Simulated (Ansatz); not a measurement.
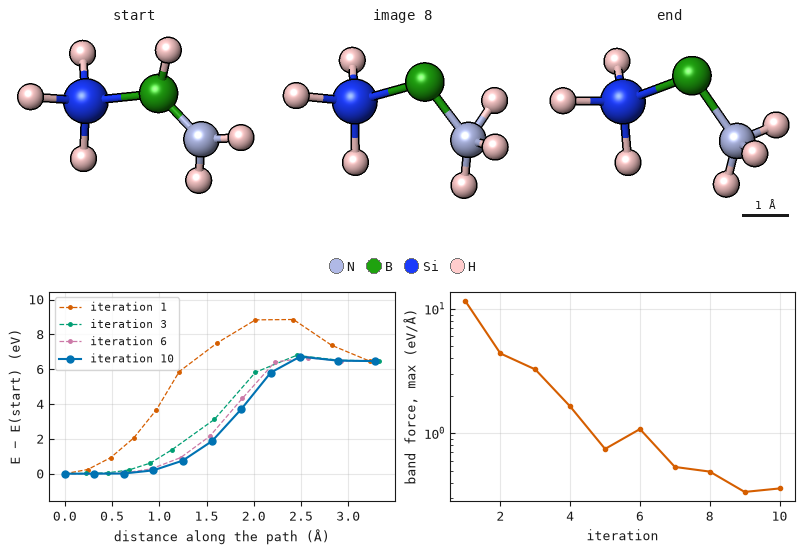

A search for the minimum-energy path of BSiNH6 by the nudged elastic band. Images are numbered from 0 (start) to 10 (end). The plot follows the band through its iterations. Style: ball-and-stick. Shown at a tilt.

All numbers below come from RKS PBE-D4/STO-3G in Ansatz. Run with 9 movable images; climbing image; force threshold 0.05 eV/Å; iteration limit 10; starting path through a guess of the saddle point.

Q: Judge this run.

A: The result isn't final. The band hadn't converged when the run stopped after 10 iterations. The largest component of the band force went from 12 to 0.36 eV/Å. The barrier read from it is provisional: over the last two iterations the highest image moved from 6.61 eV to 6.72 eV. The iteration limit was low. The first iteration put the highest image at 8.85 eV. The energy climbs by 6.72 eV to image 8 and then falls by 0.26 eV, so the end point sits at +6.47 eV.

Limits of the set-up: STO-3G is a minimal basis, so the numbers are rough.

Cost: 77 s on 1 thread of Arm Neoverse V2, with other jobs on the host, peak memory 0.08 GiB.
